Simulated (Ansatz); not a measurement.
# H₁₀N₂OSi (built from SMILES N.N[SiH3].O): Born-Oppenheimer dynamics

The task is to watch the atoms for 40 steps of 0.5 fs, started with velocities for 700 K and run with a Langevin thermostat, and see to which side of the barrier the system falls.

Program: Ansatz 0.2.0, Gaussian basis. Level of theory: PBE0-D4/def2-SVP. These are calculated values, not measurements.

## Step 1: The system as given

The start, a first-order saddle point found at PBE0-D4 in triple zeta: 14 atoms, charge 0, spin multiplicity 1.

Atoms are counted from 1 here; the program's logs count them from 0.

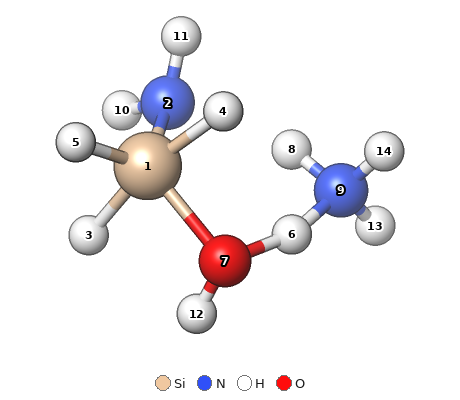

The starting geometry (silicon light orange, nitrogen blue, hydrogen white, oxygen red); atoms are numbered from 1 in the order of the file.

As a file:

```mol
H10N2OSi
  3D, bonds by distance, orders not assigned

 14 13  0  0  0  0  0  0  0  0999 V2000
    0.8628    0.9456    0.2718 Si  0  0
    1.1291   -0.7574    0.7443 N   0  0
    1.7924    0.7849   -0.9641 H   0  0
   -0.3071    1.0280    1.2881 H   0  0
    1.6258    2.1026    0.8626 H   0  0
   -1.1664    0.1657   -0.7482 H   0  0
   -0.4737    1.2056   -0.9583 O   0  0
   -0.6682   -1.2429    0.1122 H   0  0
   -1.5630   -0.9172   -0.3151 N   0  0
    1.9718   -1.1960    0.3958 H   0  0
    1.0168   -0.9536    1.7316 H   0  0
   -0.0614    1.1951   -1.8307 H   0  0
   -1.9044   -1.5776   -1.0028 H   0  0
   -2.2545   -0.7827    0.4129 H   0  0
  1  2  8  0
  1  3  8  0
  1  4  8  0
  1  5  8  0
  1  7  8  0
  2 10  8  0
  2 11  8  0
  6  7  8  0
  6  9  8  0
  7 12  8  0
  8  9  8  0
  9 13  8  0
  9 14  8  0
M  END
```

## Step 2: Dynamics

md/in.yaml reads:

```yaml
crystal:
  periodic: [false, false, false]
  atoms:
    - {symbol: Si, position_ang: [0.862800, 0.945579, 0.271800]}
    - {symbol: N, position_ang: [1.129073, -0.757400, 0.744265]}
    - {symbol: H, position_ang: [1.792447, 0.784886, -0.964139]}
    - {symbol: H, position_ang: [-0.307054, 1.027964, 1.288132]}
    - {symbol: H, position_ang: [1.625769, 2.102588, 0.862578]}
    - {symbol: H, position_ang: [-1.166380, 0.165664, -0.748178]}
    - {symbol: O, position_ang: [-0.473691, 1.205592, -0.958321]}
    - {symbol: H, position_ang: [-0.668163, -1.242943, 0.112247]}
    - {symbol: N, position_ang: [-1.562999, -0.917211, -0.315118]}
    - {symbol: H, position_ang: [1.971783, -1.195970, 0.395817]}
    - {symbol: H, position_ang: [1.016796, -0.953639, 1.731641]}
    - {symbol: H, position_ang: [-0.061358, 1.195126, -1.830742]}
    - {symbol: H, position_ang: [-1.904414, -1.577567, -1.002775]}
    - {symbol: H, position_ang: [-2.254508, -0.782666, 0.412893]}
basis:
  gaussian: {orbitals: def2-SVP}
hamiltonian: {xc: pbe0, dispersion: d4}
md: {n_steps: 40, timestep: 0.5, temperature: 700, ensemble: nvt_langevin, seed: 752, friction: 0.002, initial_velocities: maxwell_boltzmann}
```

Started as:

```sh
> ansatz run in.yaml --threads 8 --pin off --events-out ev --progress --plain --max-ram 19148MiB
```

The program printed:

```text
Functional definition: PBE0
  name "PBE0"
  cite "Adamo & Barone, J. Chem. Phys. 110, 6158 (1999) doi:10.1063/1.478522"
  cite "Perdew, Burke & Ernzerhof, Phys. Rev. Lett. 77, 3865 (1996) doi:10.1103/PhysRevLett.77.3865"
  parent pbe
  parameter a = 0.25
  parameter kappa = 0.804
  parameter beta = 0.06672455060314922
  exchange = (1 - a)*pbe_x(kappa = kappa, mu = beta*pi^2/3) + a*exact_x
  correlation = pbe_c(beta = beta)
1178 factors; integrals over basis functions are off by at most 3.4e-4 eV
mean field evaluation 1: about -13042.9714 eV, gradient 6.9e1 eV
mean field evaluation 2: about -13035.6031 eV, gradient 9.0e1 eV
mean field evaluation 4: about -13052.0177 eV, gradient 3.8e0 eV
mean field evaluation 8: about -13052.0571 eV, gradient 2.3e-1 eV
mean field evaluation 16: about -13052.0572 eV, gradient 6.1e-5 eV
mean field -13052.05721771 eV, -479.6542557488 hartree, gradient 6.1e-5 eV, S^2 0.000000; 0 other end points of the search recorded, 0 dependent functions left out
the calculation of the forces begins
reference -13052.05724751 eV, -479.6542568437 hartree; 23, 23 occupied and 87, 87 virtual orbitals, 1178 factors
md step     0: t =     0.00 fs  T =   650.0 K  F+E_penalty+E_count = -13052.26604609 eV  E_kin = 1.176266 eV  (24 SCF iters)
these checks for a lower state are left out or cut short: starts, cluster_reference, orbital_swaps, neighbouring_geometries, increment
1178 factors; integrals over basis functions are off by at most 3.6e-4 eV
mean field -13052.04074914 eV, -479.6536505399 hartree, gradient 8.3e-5 eV, S^2 0.000000; 0 other end points of the search recorded, 0 dependent functions left out
the calculation of the forces begins
reference -13052.04077906 eV, -479.6536516396 hartree; 23, 23 occupied and 87, 87 virtual orbitals, 1178 factors
md step     1: t =     0.50 fs  T =   646.8 K  F+E_penalty+E_count = -13052.24951550 eV  E_kin = 1.170556 eV  (25 SCF iters, 3 dispersion substeps)
these checks for a lower state are left out or cut short: starts, cluster_reference, orbital_swaps, neighbouring_geometries, increment
1178 factors; integrals over basis functions are off by at most 3.8e-4 eV
mean field -13051.98184706 eV, -479.6514859282 hartree, gradient 7.9e-5 eV, S^2 0.000000; 0 other end points of the search recorded, 0 dependent functions left out
the calculation of the forces begins
reference -13051.98187713 eV, -479.6514870334 hartree; 23, 23 occupied and 87, 87 virtual orbitals, 1178 factors
md step     2: t =     1.00 fs  T =   619.8 K  F+E_penalty+E_count = -13052.19055241 eV  E_kin = 1.121574 eV  (24 SCF iters, 3 dispersion substeps)
[... from here on, the SCF cycles and remarks between the steps are left out ...]
md step     3: t =     1.50 fs  T =   568.1 K  F+E_penalty+E_count = -13052.10204329 eV  E_kin = 1.028080 eV  (25 SCF iters, 3 dispersion substeps)
md step     4: t =     2.00 fs  T =   499.5 K  F+E_penalty+E_count = -13052.00078513 eV  E_kin = 0.903910 eV  (25 SCF iters, 3 dispersion substeps)
md step     5: t =     2.50 fs  T =   447.6 K  F+E_penalty+E_count = -13051.90137375 eV  E_kin = 0.809967 eV  (25 SCF iters, 3 dispersion substeps)
md step     6: t =     3.00 fs  T =   403.4 K  F+E_penalty+E_count = -13051.81216717 eV  E_kin = 0.729939 eV  (25 SCF iters, 3 dispersion substeps)
md step     7: t =     3.50 fs  T =   363.8 K  F+E_penalty+E_count = -13051.73811831 eV  E_kin = 0.658406 eV  (25 SCF iters, 3 dispersion substeps)
md step     8: t =     4.00 fs  T =   338.0 K  F+E_penalty+E_count = -13051.68548199 eV  E_kin = 0.611621 eV  (24 SCF iters, 3 dispersion substeps)
md step     9: t =     4.50 fs  T =   312.0 K  F+E_penalty+E_count = -13051.65529162 eV  E_kin = 0.564676 eV  (24 SCF iters, 3 dispersion substeps)
md step    10: t =     5.00 fs  T =   306.0 K  F+E_penalty+E_count = -13051.64645200 eV  E_kin = 0.553699 eV  (24 SCF iters, 3 dispersion substeps)
md step    11: t =     5.50 fs  T =   306.6 K  F+E_penalty+E_count = -13051.65396846 eV  E_kin = 0.554833 eV  (25 SCF iters, 3 dispersion substeps)
md step    12: t =     6.00 fs  T =   315.8 K  F+E_penalty+E_count = -13051.66971382 eV  E_kin = 0.571508 eV  (24 SCF iters, 3 dispersion substeps)
md step    13: t =     6.50 fs  T =   334.4 K  F+E_penalty+E_count = -13051.68964043 eV  E_kin = 0.605113 eV  (25 SCF iters, 3 dispersion substeps)
md step    14: t =     7.00 fs  T =   340.4 K  F+E_penalty+E_count = -13051.70839082 eV  E_kin = 0.615928 eV  (25 SCF iters, 3 dispersion substeps)
md step    15: t =     7.50 fs  T =   337.1 K  F+E_penalty+E_count = -13051.72310234 eV  E_kin = 0.610008 eV  (24 SCF iters, 3 dispersion substeps)
md step    16: t =     8.00 fs  T =   354.7 K  F+E_penalty+E_count = -13051.73324965 eV  E_kin = 0.641929 eV  (25 SCF iters, 3 dispersion substeps)
md step    17: t =     8.50 fs  T =   357.2 K  F+E_penalty+E_count = -13051.73926085 eV  E_kin = 0.646322 eV  (25 SCF iters, 3 dispersion substeps)
md step    18: t =     9.00 fs  T =   368.0 K  F+E_penalty+E_count = -13051.74786670 eV  E_kin = 0.665939 eV  (24 SCF iters, 3 dispersion substeps)
md step    19: t =     9.50 fs  T =   380.4 K  F+E_penalty+E_count = -13051.76391949 eV  E_kin = 0.688340 eV  (25 SCF iters, 3 dispersion substeps)
md step    20: t =    10.00 fs  T =   396.2 K  F+E_penalty+E_count = -13051.78801699 eV  E_kin = 0.716971 eV  (25 SCF iters, 3 dispersion substeps)
md step    21: t =    10.50 fs  T =   409.6 K  F+E_penalty+E_count = -13051.81100348 eV  E_kin = 0.741287 eV  (25 SCF iters, 3 dispersion substeps)
md step    22: t =    11.00 fs  T =   421.0 K  F+E_penalty+E_count = -13051.82173018 eV  E_kin = 0.761810 eV  (24 SCF iters, 3 dispersion substeps)
md step    23: t =    11.50 fs  T =   414.1 K  F+E_penalty+E_count = -13051.81188453 eV  E_kin = 0.749402 eV  (24 SCF iters, 3 dispersion substeps)
md step    24: t =    12.00 fs  T =   388.0 K  F+E_penalty+E_count = -13051.77986466 eV  E_kin = 0.702174 eV  (24 SCF iters, 3 dispersion substeps)
md step    25: t =    12.50 fs  T =   365.6 K  F+E_penalty+E_count = -13051.73028264 eV  E_kin = 0.661567 eV  (25 SCF iters, 3 dispersion substeps)
md step    26: t =    13.00 fs  T =   341.5 K  F+E_penalty+E_count = -13051.67302526 eV  E_kin = 0.618045 eV  (25 SCF iters, 3 dispersion substeps)
md step    27: t =    13.50 fs  T =   314.0 K  F+E_penalty+E_count = -13051.62123404 eV  E_kin = 0.568240 eV  (25 SCF iters, 3 dispersion substeps)
md step    28: t =    14.00 fs  T =   280.5 K  F+E_penalty+E_count = -13051.58514841 eV  E_kin = 0.507520 eV  (25 SCF iters, 3 dispersion substeps)
md step    29: t =    14.50 fs  T =   279.7 K  F+E_penalty+E_count = -13051.57173429 eV  E_kin = 0.506095 eV  (24 SCF iters, 3 dispersion substeps)
md step    30: t =    15.00 fs  T =   282.6 K  F+E_penalty+E_count = -13051.58193723 eV  E_kin = 0.511472 eV  (24 SCF iters, 3 dispersion substeps)
md step    31: t =    15.50 fs  T =   295.0 K  F+E_penalty+E_count = -13051.61362315 eV  E_kin = 0.533852 eV  (24 SCF iters, 3 dispersion substeps)
md step    32: t =    16.00 fs  T =   323.8 K  F+E_penalty+E_count = -13051.66349405 eV  E_kin = 0.586044 eV  (24 SCF iters, 3 dispersion substeps)
md step    33: t =    16.50 fs  T =   346.4 K  F+E_penalty+E_count = -13051.72300129 eV  E_kin = 0.626863 eV  (25 SCF iters, 3 dispersion substeps)
md step    34: t =    17.00 fs  T =   377.0 K  F+E_penalty+E_count = -13051.78063170 eV  E_kin = 0.682164 eV  (25 SCF iters, 3 dispersion substeps)
md step    35: t =    17.50 fs  T =   399.8 K  F+E_penalty+E_count = -13051.82354116 eV  E_kin = 0.723522 eV  (24 SCF iters, 3 dispersion substeps)
md step    36: t =    18.00 fs  T =   414.3 K  F+E_penalty+E_count = -13051.84103426 eV  E_kin = 0.749681 eV  (24 SCF iters, 3 dispersion substeps)
md step    37: t =    18.50 fs  T =   410.7 K  F+E_penalty+E_count = -13051.82546269 eV  E_kin = 0.743257 eV  (24 SCF iters, 3 dispersion substeps)
md step    38: t =    19.00 fs  T =   386.7 K  F+E_penalty+E_count = -13051.77894983 eV  E_kin = 0.699727 eV  (24 SCF iters, 3 dispersion substeps)
md step    39: t =    19.50 fs  T =   349.7 K  F+E_penalty+E_count = -13051.71652585 eV  E_kin = 0.632811 eV  (25 SCF iters, 3 dispersion substeps)
these checks for a lower state are left out or cut short: starts, cluster_reference, orbital_swaps, neighbouring_geometries, increment
1178 factors; integrals over basis functions are off by at most 4.9e-4 eV
mean field -13051.45175818 eV, -479.6320055213 hartree, gradient 8.9e-5 eV, S^2 0.000000; 0 other end points of the search recorded, 0 dependent functions left out
the calculation of the forces begins
reference -13051.45178826 eV, -479.6320066267 hartree; 23, 23 occupied and 87, 87 virtual orbitals, 1178 factors
1178 factors; integrals over basis functions are off by at most 4.9e-4 eV
mean field -13051.45175818 eV, -479.6320055213 hartree, gradient 8.9e-5 eV, S^2 0.000000; 1 other end points of the search recorded, 0 dependent functions left out
the calculation of the forces begins
reference -13051.45178826 eV, -479.6320066267 hartree; 23, 23 occupied and 87, 87 virtual orbitals, 1178 factors
md step    40: t =    20.00 fs  T =   304.1 K  F+E_penalty+E_count = -13051.66187785 eV  E_kin = 0.550240 eV  (25 SCF iters, 3 dispersion substeps)
Total energy: -13051.66190793 eV, -479.6397283822 hartree
Atom 0 at     0.814740     0.929311     0.314638 Å, force    -0.675883    -1.124893     1.742417 eV/Å
Atom 1 at     1.021921    -0.839273     0.850798 Å, force     0.167135     1.248927    -0.187981 eV/Å
Atom 2 at     1.637883     0.588188    -0.897454 Å, force     0.878636     0.322667    -0.471097 eV/Å
Atom 3 at    -0.441241     1.080132     1.352909 Å, force     0.539118    -0.079060    -1.061913 eV/Å
Atom 4 at     1.490135     2.083358     0.994255 Å, force     0.550951     0.050143    -0.376101 eV/Å
Atom 5 at    -1.063922     0.503177    -1.012659 Å, force     0.401431    -0.012552     0.154517 eV/Å
Atom 6 at    -0.392730     1.316664    -1.111384 Å, force    -0.928987    -0.135622    -0.457739 eV/Å
Atom 7 at    -0.712711    -1.031894     0.270448 Å, force     2.333306    -0.572111     1.581442 eV/Å
Atom 8 at    -1.506239    -0.897902    -0.286724 Å, force    -2.541174     2.333672    -0.746563 eV/Å
Atom 9 at     1.757741    -1.307102     0.322675 Å, force     0.165940     0.052615     0.177005 eV/Å
Atom 10 at     1.262546    -0.835768     1.835526 Å, force    -0.110456    -0.405253     0.378459 eV/Å
Atom 11 at     0.155095     1.149867    -1.908886 Å, force    -0.396559     0.055679     0.474834 eV/Å
Atom 12 at    -1.720241    -1.761107    -0.699291 Å, force    -0.539724    -1.609168    -0.973248 eV/Å
Atom 13 at    -2.269047    -0.657673     0.356249 Å, force     0.156267    -0.125045    -0.234034 eV/Å
Dipole moment:    -0.311756    -0.530240    -0.386936 e Å
```

Run time: 33 s. Hardware: 8 threads of Arm Neoverse V1, shared host.

## Step 3: Frames and traces

Every 2 steps:

```tsv
time (fs)	T (K)	potential (meV)	potential + kinetic (meV)	Si1–O7 (Å)	H6–N9 (Å)	N2–H8 (Å)	Si1–N2 (Å)
0.00	650	0.0	0.0	1.835	1.232	1.966	1.787
1.00	620	75.5	20.8	1.834	1.262	1.911	1.789
2.00	499	265.3	-7.1	1.833	1.292	1.864	1.791
3.00	403	453.9	7.6	1.833	1.322	1.829	1.794
4.00	338	580.6	15.9	1.833	1.352	1.810	1.798
5.00	306	619.6	-3.0	1.833	1.384	1.810	1.802
6.00	316	596.3	-8.4	1.834	1.414	1.827	1.807
7.00	340	557.7	-2.7	1.835	1.440	1.858	1.812
8.00	355	532.8	-1.5	1.836	1.464	1.889	1.817
9.00	368	518.2	7.9	1.837	1.490	1.905	1.823
10.00	396	478.0	18.7	1.840	1.517	1.897	1.829
11.00	421	444.3	29.9	1.843	1.543	1.866	1.835
12.00	388	486.2	12.1	1.847	1.564	1.824	1.840
13.00	342	593.0	34.8	1.853	1.581	1.785	1.845
14.00	280	680.9	12.2	1.859	1.595	1.758	1.849
15.00	283	684.1	19.3	1.866	1.604	1.747	1.853
16.00	324	602.6	12.3	1.873	1.612	1.752	1.856
17.00	377	485.4	-8.7	1.881	1.619	1.771	1.859
18.00	414	425.0	-1.6	1.889	1.626	1.798	1.860
19.00	387	487.1	10.6	1.898	1.632	1.826	1.861
20.00	304	604.2	-21.9	1.908	1.639	1.839	1.860
```

Energies count from the start.

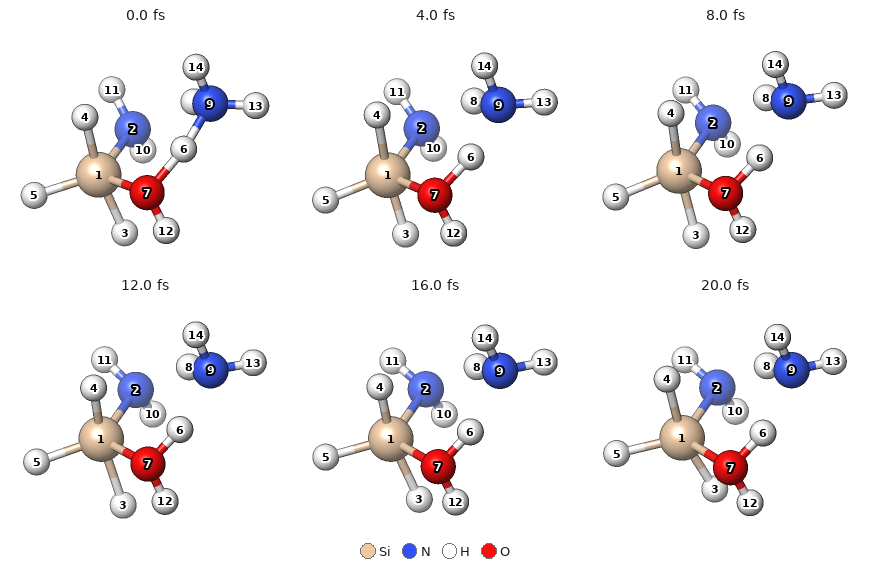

Six frames.

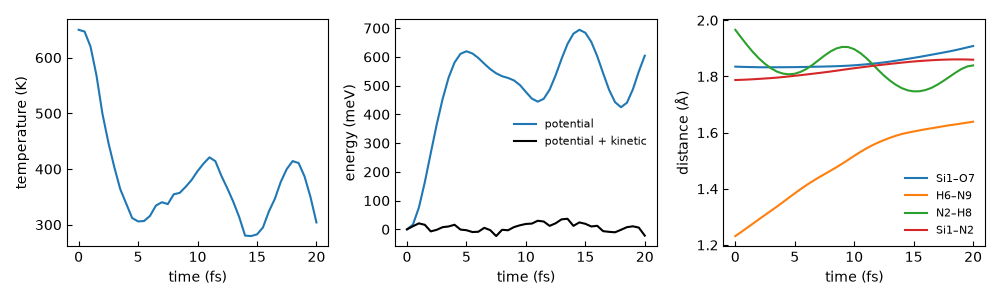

Temperature, energies and the distances followed.

Positions (Å) and forces (eV/Å) at 20.00 fs:

```xyz
14

Si    0.815    0.929    0.315   -0.676   -1.125    1.742
N     1.022   -0.839    0.851    0.167    1.249   -0.188
H     1.638    0.588   -0.897    0.879    0.323   -0.471
H    -0.441    1.080    1.353    0.539   -0.079   -1.062
H     1.490    2.083    0.994    0.551    0.050   -0.376
H    -1.064    0.503   -1.013    0.401   -0.013    0.155
O    -0.393    1.317   -1.111   -0.929   -0.136   -0.458
H    -0.713   -1.032    0.270    2.333   -0.572    1.581
N    -1.506   -0.898   -0.287   -2.541    2.334   -0.747
H     1.758   -1.307    0.323    0.166    0.053    0.177
H     1.263   -0.836    1.836   -0.110   -0.405    0.378
H     0.155    1.150   -1.909   -0.397    0.056    0.475
H    -1.720   -1.761   -0.699   -0.540   -1.609   -0.973
H    -2.269   -0.658    0.356    0.156   -0.125   -0.234
```

## Step 4: Outcome

| quantity | value |
| --- | --- |
| length | 40 steps, 20.0 fs |
| temperature at the start | 650 K |
| mean temperature, second half | 357 K |
| lowest and highest potential energy, from the first frame | 0 and 694 meV |
| largest change of potential + kinetic | 36.8 meV |
| bonds lost by distance | H6–N9 |

**Reading.** By the last frame it has moved back towards the start side of the step. The thermostat trades energy with the molecule, so the sum of potential and kinetic energy isn't conserved: it changes by -22 meV over the run. The mean temperature of the second half is still well below the 700 K set. The temperature runs between 280 and 650 K. Under Langevin the temperature counts 3N degrees of freedom, more than the drawn velocities fill, so it starts at 650 K, not 700 K.
